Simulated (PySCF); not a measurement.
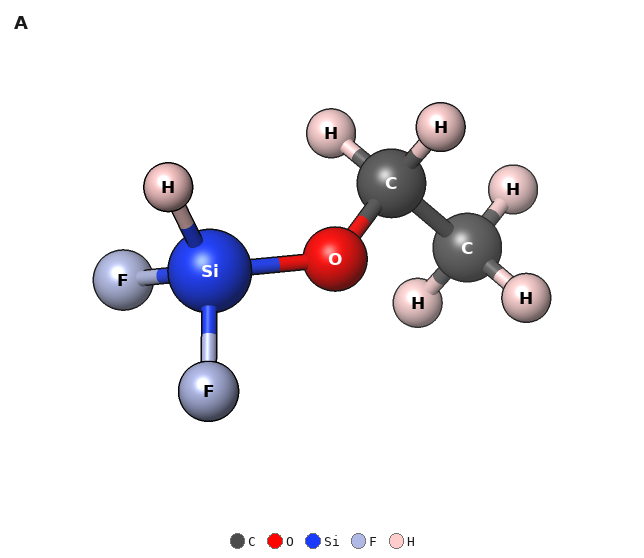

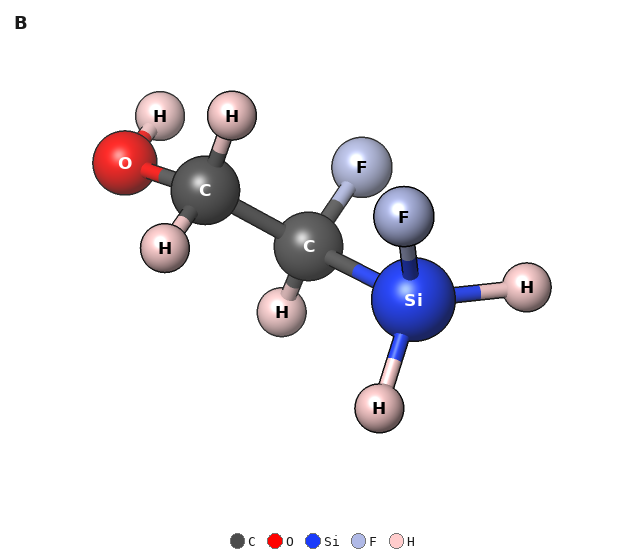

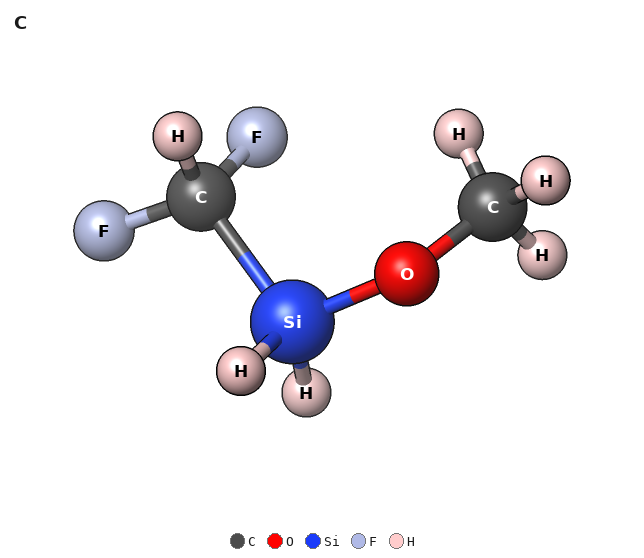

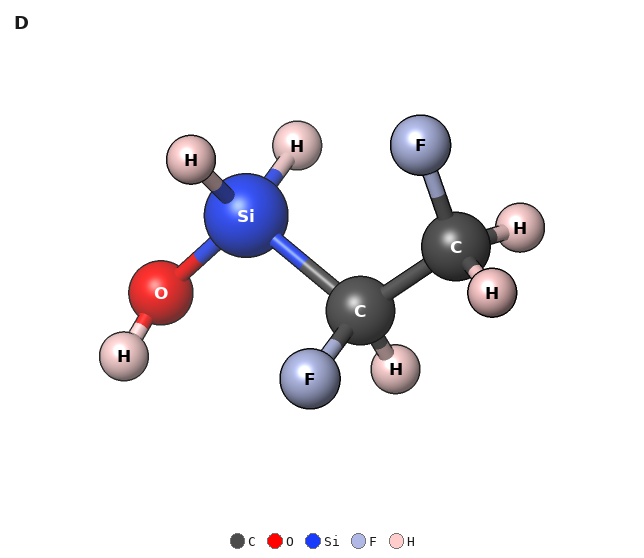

4 stationary structures of one formula. Geometries: GFN2-xTB. Electronic energies: PBE0/pcSseg-1 (PySCF 2.14.0), without zero-point energy. No frequency run is at hand to confirm each as a minimum. Each is one conformer, not always the lowest.

### How are they related?

They are constitutional isomers of C2H6F2OSi: A `CCO[SiH](F)F`, B `OC[C@@H](F)[SiH2]F`, C `CO[SiH2]C(F)F`, D `O[SiH2][C@H](F)CF`.

### Rank them by energy, lowest first.

A is lowest; B lies 330.7 kJ/mol above it, D lies 372.0 kJ/mol above it, C lies 405.9 kJ/mol above it.

The geometry is semi-empirical. Around Si such bond lengths and angles can be off by a tenth of an ångström or more and by several degrees, and values that hang on the shape move with them.
